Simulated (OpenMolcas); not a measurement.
# One shape, several levels: SiNH5 (SMILES [SiH3]N)

We compute a comparison of 6 runs (B2PLYP/def2-TZVP, BHLYP/def2-TZVP, M06-L/def2-TZVP, SVWN5/def2-TZVP, r2SCAN/def2-TZVP, CCSD(T)/def2-TZVP) of SiNH5. 

Program for the calculation: OpenMolcas 26.06.

### 1 The structure to begin with

SiNH5: 7 atoms, total charge 0, spin state singlet. SMILES: `[SiH3]N`. Geometry: relaxed at PBE0-D4/def2-TZVP.

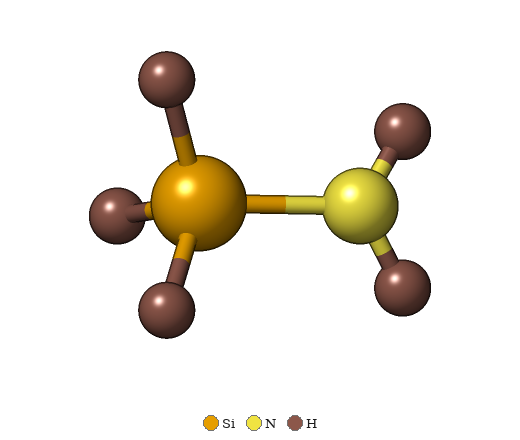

Viewed from a chosen angle; silicon amber, nitrogen yellow, hydrogen brown.

### 2 A single-point energy at B2PLYP/def2-TZVP (run 1)

calc.inp reads:

```
&gateway
  baslib = $CurrDir
  coord
  7
  angstrom
  Si      -0.413010      -0.292700      -0.422350
  N        0.611760       0.348670       0.801280
  H       -0.018320      -1.706330      -0.653330
  H       -1.813170      -0.217090       0.068940
  H       -0.367930       0.402730      -1.743970
  H        0.391580       1.238230       1.219480
  H        1.609100       0.226510       0.729930
  basis = def2-TZVP
  group = NoSym

&seward
  gridinput
  Grid=UltraFine
  End of Grid

&scf
  ksdft = B2PLYP_SCF
  thresholds = 1e-10 1e-07 1e-07 1e-05
  prorbitals = 1 2

&mbpt2
  frozen = 6
```

The basis set def2-TZVP is read from a file made from the Basis Set Exchange's data (not shown).

The run is started by

```sh
$ export MOLCAS_MEM=1860
$ pymolcas calc.inp > calc.log
```

What it wrote:

```text
--- Start Module: gateway ---
[...]
--- Stop Module: gateway /rc=_RC_ALL_IS_WELL_ ---
[...]
      Basis functions           98
[...]
--- Start Module: scf ---
[...]
       Convergence after  13 Iterations
[...]
::    Total KS-DFT energy                            -347.0160451682
[...]
      Total spin, S                                     0.0000000000
[...]
      Total electronic charge=   26.000000
      Total            charge=   -0.000000
[...]
      Dipole Moment (debye):
      Origin of the operator (angstrom)=   -0.0678   -0.0715   -0.0208
                   X=  9.0716E-01               Y=  9.7331E-01               Z=  2.4474E-01           Total=  1.3528E+00
      Quadrupole Moment (debye*angstrom):
[...]
--- Stop Module: scf /rc=_RC_ALL_IS_WELL_ ---
[...]
--- Start Module: mbpt2 ---
[...]
 ###    WARNING: MP2 implementation intended for RHF references only         ###
 ###############################################################################
MBPT2 WARNING: Reference function according to RunFile:KS-DFT
I'll assume you know what you're doing and continue
WARNING!
Default frozen orbitals as non valence orbitals is overwritten by user input.
Default values:   3
[...]
       Reference weight ( Cref**2 )         =        0.85590
::    Total MBPT2 energy                             -347.4235245282
[...]
      Total MBPT2 calculations                           0.31      0.35
--- Stop Module: mbpt2 /rc=_RC_ALL_IS_WELL_ ---
[...]
```

Wall time 27 s (1 thread of Arm Neoverse V1, shared host); peak memory 0.54 GiB.

### 3 Energy and gradient at BHLYP/def2-TZVP (run 2)

run.input reads:

```
* H5NSi Kohn-Sham DFT

&gateway
 baslib=$CurrDir
 coord
 7
 angstrom
 Si      -0.413010      -0.292700      -0.422350
 N        0.611760       0.348670       0.801280
 H       -0.018320      -1.706330      -0.653330
 H       -1.813170      -0.217090       0.068940
 H       -0.367930       0.402730      -1.743970
 H        0.391580       1.238230       1.219480
 H        1.609100       0.226510       0.729930
 basis=def2-TZVP
 group=NoSym

&seward
 gridinput
 Grid=UltraFine
 End of Grid

&scf
 ksdft=HYB_GGA_XC_BHANDHLYP
 thresholds=1e-10 1e-07 1e-07 1e-05
 prorbitals=1 1

&alaska
```

The basis set def2-TZVP is read from a file made from the Basis Set Exchange's data (not shown).

The run is started by

```sh
$ export MOLCAS_MEM=1860
$ pymolcas run.input > run.log
```

What it wrote:

```text
--- Start Module: gateway ---
[...]
--- Stop Module: gateway /rc=_RC_ALL_IS_WELL_ ---
[...]
      Basis functions           98
[...]
--- Start Module: scf ---
[...]
       Convergence after  13 Iterations
[...]
::    Total KS-DFT energy                            -347.2673886885
[...]
      Total spin, S                                     0.0000000000
[...]
      Total electronic charge=   26.000000
      Total            charge=   -0.000000
[...]
      Dipole Moment (debye):
      Origin of the operator (angstrom)=   -0.0678   -0.0715   -0.0208
                   X=  9.0215E-01               Y=  9.6983E-01               Z=  2.3947E-01           Total=  1.3460E+00
      Quadrupole Moment (debye*angstrom):
[...]
--- Stop Module: scf /rc=_RC_ALL_IS_WELL_ ---
[...]
--- Start Module: alaska ---
[...]
 *              Molecular gradients               *
 **************************************************
  Irreducible representation: a
 ------------------------------------------------------------------------------------------
                              X                       Y                       Z
 ------------------------------------------------------------------------------------------
  SI1               1.20218614721423E-03    1.35019400688607E-03    1.78089055285824E-04
  N2               -2.61180047710541E-03   -4.09339289324451E-03    1.99330092139061E-03
  H3                1.26360166769102E-03   -4.76694456620264E-03   -6.88379856985444E-04
  H4               -4.68076327867673E-03    1.61981476547182E-04    1.70365721052756E-03
  H5               -1.79516177981670E-04    2.11252646651805E-03   -4.79571574006599E-03
  H6               -1.76388524431226E-03    6.16381243680708E-03    2.51995655080428E-03
  H7                6.77017736318941E-03   -9.28176927308566E-04   -9.10908140979230E-04
 ------------------------------------------------------------------------------------------
--- Stop Module: alaska /rc=_RC_ALL_IS_WELL_ ---
[...]
```

Run time: 34 s. Hardware: 1 thread of Arm Neoverse V1, shared host; peak memory 0.54 GiB.

Runs 3 to 5 aren't shown in full; the table further down has their settings and results.

### 4 The energy at CCSD(T)/def2-TZVP (Cholesky decomposition) (run 6)

calc.inp reads:

```
&GATEWAY
  BasLib = $CurrDir
  Coord
  7
  angstrom
  Si      -0.413010      -0.292700      -0.422350
  N        0.611760       0.348670       0.801280
  H       -0.018320      -1.706330      -0.653330
  H       -1.813170      -0.217090       0.068940
  H       -0.367930       0.402730      -1.743970
  H        0.391580       1.238230       1.219480
  H        1.609100       0.226510       0.729930
  Basis = def2-TZVP
  Group = NoSym

&SEWARD
  High

&SCF
  Thresholds = 1e-10 1e-07 1e-07 1e-05
  PrOrbitals = 1

&CHCC
  Frozen = 6
  Threshold = 1e-08
  MaxIterations = 80

&CHT3
  Frozen = 6
```

The basis set def2-TZVP is read from a file made from the Basis Set Exchange's data (not shown).

The run is started by

```sh
$ export MOLCAS_MEM=1860
$ pymolcas calc.inp > calc.log
```

What it wrote:

```text
--- Start Module: gateway ---
[...]
--- Stop Module: gateway /rc=_RC_ALL_IS_WELL_ ---
[...]
      Basis functions           98
[...]
       Convergence after  14 Iterations
[...]
::    Total SCF energy                               -346.3480762580
[...]
      Total spin, S                                     0.0000000000
[...]
      Total electronic charge=   26.000000
      Total            charge=   -0.000000
[...]
      Dipole Moment (debye):
      Origin of the operator (angstrom)=   -0.0678   -0.0715   -0.0208
                   X=  9.0714E-01               Y=  9.9273E-01               Z=  2.0464E-01           Total=  1.3603E+00
      Quadrupole Moment (debye*angstrom):
[...]
--- Start Module: chcc ---
[...]
--- Stop Module: chcc /rc=_RC_ALL_IS_WELL_ ---
[...]
--- Start Module: cht3 ---
[...]
--- Stop Module: cht3 /rc=_RC_ALL_IS_WELL_ ---
[...]
```

Wall time 2.3 min (1 thread of Arm Neoverse V1, shared host); peak memory 0.15 GiB.

### 5 All runs side by side

```
run                                       level      task  frozen core orbitals  energy (Eh)  dipole moment (D) of the reference  HOMO energy (eV)  LUMO energy (eV)  wall time
  1                            B2PLYP/def2-TZVP    energy                     6  -347.126065                                1.35             -8.73              1.32       27 s
  2                             BHLYP/def2-TZVP  gradient                     –  -347.267389                                1.35             -8.77              1.05       34 s
  3                             M06-L/def2-TZVP  gradient                     –  -347.291644                                1.39             -6.25              0.34       56 s
  4                             SVWN5/def2-TZVP  gradient                     –  -345.646011                                1.39             -6.09             -0.64       26 s
  5                            r2SCAN/def2-TZVP  gradient                     –  -347.236763                                1.41             -6.30              0.09       49 s
  6  CCSD(T)/def2-TZVP (Cholesky decomposition)    energy                     6  -346.728310                                1.36            -10.93              3.05    2.3 min
```

### 6 Summary of results

| quantity | value |
| --- | --- |
| run 6: total energy | -346.72831 Eh |
| run 6: dipole moment (mean-field density) | 1.36 D |
| run 6: HOMO energy (Hartree–Fock orbitals) | -10.93 eV |
| run 6: LUMO energy (Hartree–Fock orbitals) | 3.05 eV |
| run 6: HOMO–LUMO gap (Hartree–Fock orbitals) | 13.98 eV |
| run 6: correlation energy (6 core orbitals frozen) | -380.2 mEh |
| run 6: (T) correction | -11.43 mEh |

Over runs 1, 2, 3, 4, 5 the dipole moment (its size) runs from 1.35 D (BHLYP/def2-TZVP) to 1.41 D (r2SCAN/def2-TZVP). Over runs 1, 2, 3, 4, 5 the HOMO–LUMO gap runs from 5.45 eV (SVWN5/def2-TZVP) to 10.04 eV (B2PLYP/def2-TZVP). A double hybrid's value is that of its SCF part. For B2PLYP the log adds the whole second-order term; the table takes 0.27 of it, as the functional is defined. Totals of different functionals can't be ranked against each other. All runs together took 5.5 min, the longest 2.3 min.
